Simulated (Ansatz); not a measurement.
**WO2 (charge +1): single-point calculation**

System: WO2, charge +1, multiplicity 2.
Method: UHF-CCSD(T), frozen core/def2-TZVPP (Ansatz 0.2.0).

The geometry comes from this level: PBE-D4/def2-TZVP.

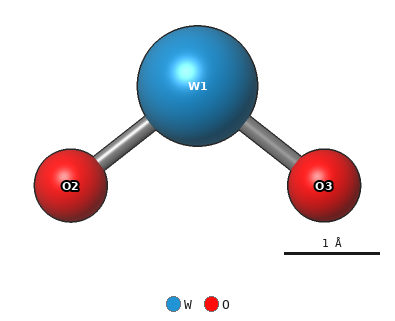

The input geometry (ball-and-stick view, seen on its broad side; atoms are numbered from 1 in the order of the input). Sticks mark near contacts.

Summary:

```json
{"quantity": "outcome", "value": "converged"}
{"quantity": "total energy", "value": "−5899.4954 eV"}
{"quantity": "mean-field energy", "value": "−5874.6034 eV"}
{"quantity": "CCSD correlation", "value": "−23.4103 eV"}
{"quantity": "(T) correction", "value": "−1.4816 eV"}
{"quantity": "T1 diagnostic", "value": "0.085"}
{"quantity": "⟨S²⟩", "value": "1.793"}
{"quantity": "SCF solution under orbital rotations", "value": "stable"}
{"quantity": "HOMO (either spin)", "value": "−17.39 eV"}
{"quantity": "LUMO (either spin)", "value": "−6.70 eV"}
{"quantity": "hardware", "value": "4 threads of Arm Neoverse V1, 23 GiB of memory available, shared host"}
{"quantity": "wall time", "value": "14 s (CPU time 51 s)"}
{"quantity": "peak memory", "value": "1 GiB"}
```

Remarks:

⟨S²⟩ is 1.79 against 0.75 for a pure state: the solution is spin-contaminated.

The input:
```yaml
crystal:
  periodic: [false, false, false]
  atoms:
    - {symbol: W, position_ang: [0.482370, 0.099010, -0.495134]}
    - {symbol: O, position_ang: [-0.941435, 0.981170, -0.228524]}
    - {symbol: O, position_ang: [0.459065, -1.080190, 0.723658]}
basis:
  gaussian: {orbitals: def2-TZVPP, initial_orbitals: start.molden}
total_charge: 1
magnetization: {spin_polarized: true, initial_magnetization: 1}
correlation: {method: ccsd_t}
scf: {omitted_lower_state_checks: [starts, cluster_reference]}
output: {orbitals: {seedname: orbitals}}
```

Command:
```bash
ansatz run in.yaml --threads 4 --pin off --events-out ev --progress --plain --max-ram 3916MiB
```

The program's output:
```
Functional definition: HF
  name "HF"
  cite "Fock, Z. Phys. 61, 126 (1930) doi:10.1007/BF01340294"
  parent pbe
  exchange = exact_x
  correlation = 0
these checks for a lower state are left out or cut short: starts, cluster_reference
793 factors; integrals over basis functions are off by at most 4.6e-4 eV
mean field evaluation 1: about -5872.9153 eV, gradient 2.0e1 eV
mean field evaluation 2: about -5874.1401 eV, gradient 2.0e0 eV
mean field evaluation 4: about -5874.5942 eV, gradient 1.0e-1 eV
mean field evaluation 8: about -5874.6034 eV, gradient 2.4e-6 eV
mean field -5874.60341597 eV, -215.8876935876 hartree, gradient 2.5e-6 eV, S^2 1.792561; 0 other end points of the search recorded, 0 dependent functions left out
2 core orbitals not correlated: weight in the atoms' cores, before any rotation towards them, 1.000 or more for the frozen orbitals, at most 0.000 for the correlated occupied ones
reference -5874.60341597 eV, -215.8876935876 hartree; 13, 12 occupied and 103, 104 virtual orbitals, 793 factors
second order -22.56552090 eV of doubles, -0.00000000 eV of singles
cycle   1  -20.89119460 eV  change     1.7e0 eV  update   2.5e-1
cycle   2  -22.18029332 eV  change    -1.3e0 eV  update   1.3e-1
cycle   3  -22.90906894 eV  change   -7.3e-1 eV  update   9.1e-2
cycle   4  -23.29810669 eV  change   -3.9e-1 eV  update   5.6e-2
cycle   5  -23.30421589 eV  change   -6.1e-3 eV  update   2.4e-2
cycle   6  -23.37783068 eV  change   -7.4e-2 eV  update   1.1e-2
cycle   7  -23.40891050 eV  change   -3.1e-2 eV  update   6.0e-3
cycle   8  -23.40333964 eV  change    5.6e-3 eV  update   2.9e-3
cycle   9  -23.41052950 eV  change   -7.2e-3 eV  update   1.3e-3
cycle  10  -23.41071988 eV  change   -1.9e-4 eV  update   6.1e-4
cycle  11  -23.40966059 eV  change    1.1e-3 eV  update   2.9e-4
cycle  12  -23.41023903 eV  change   -5.8e-4 eV  update   1.7e-4
cycle  13  -23.41016833 eV  change    7.1e-5 eV  update   8.0e-5
cycle  14  -23.41027844 eV  change   -1.1e-4 eV  update   4.7e-5
cycle  15  -23.41036064 eV  change   -8.2e-5 eV  update   2.3e-5
cycle  16  -23.41034576 eV  change    1.5e-5 eV  update   1.3e-5
```

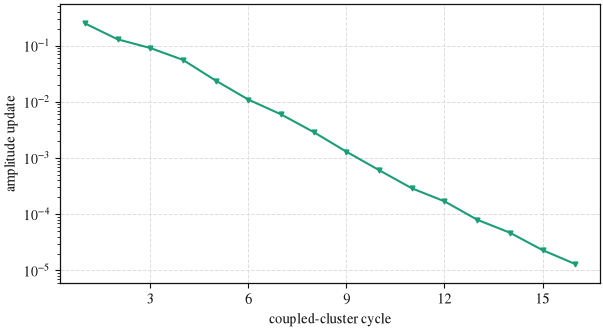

Convergence of the coupled-cluster equations: amplitude update against the coupled-cluster cycle. The residual falls at every step.

```
perturbative correction -1.48161009 eV, -0.0544481665 hartree
WARN: the results are in doubt because among natural orbitals full CI differs from the method by -0.096 eV
Total energy: -5899.49537182 eV, -216.8024560928 hartree
In doubt: among natural orbitals full CI differs from the method by -0.096 eV
Checks for a lower state left out: starts, cluster_reference
```

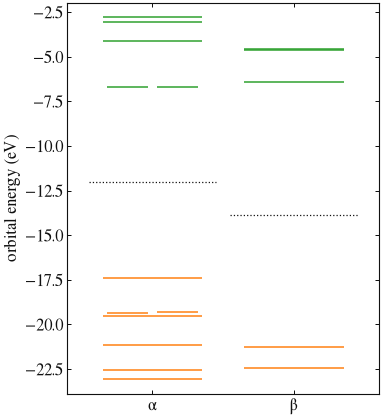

Orbital energies near the frontier for α and β spins; the dotted line parts filled from empty levels, and levels within 0.02 eV of each other stand side by side. α: highest filled −17.39 eV, lowest empty −6.70 eV, 10.69 eV apart; β: highest filled −21.27 eV, lowest empty −6.43 eV, 14.84 eV apart.
